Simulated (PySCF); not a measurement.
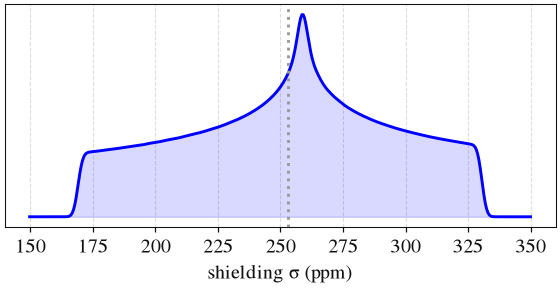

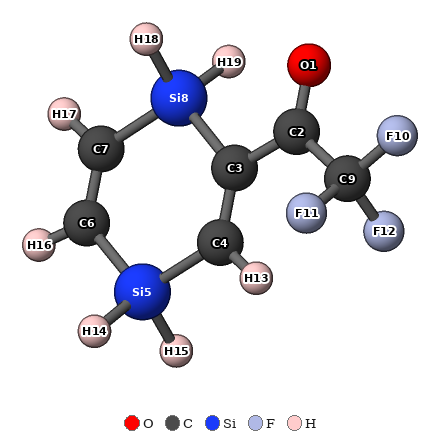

Static powder pattern (¹⁹F) from GIAO shielding tensors of C₆H₇F₃OSi₂, SMILES O=C(C1=C[SiH2]C=C[SiH2]1)C(F)(F)F, PBE0/pcSseg-1 (IEF-PCM acetone) with PySCF 2.14.0, at a PBE0-D3(BJ)/def2-SVP geometry (no frequency check); absolute shielding, one fixed geometry of the isolated molecule without any motion, no dipolar terms. The dotted line is the isotropic value; skew is 3(σiso − σ22)/span.

> The pattern belongs to F12. Give the principal values, span and skew.

F12: σ11, σ22, σ33 = 169, 259, 331 ppm, isotropic 253, span 162 ppm, skew −0.11.

Caveats: one conformer of a flexible molecule.
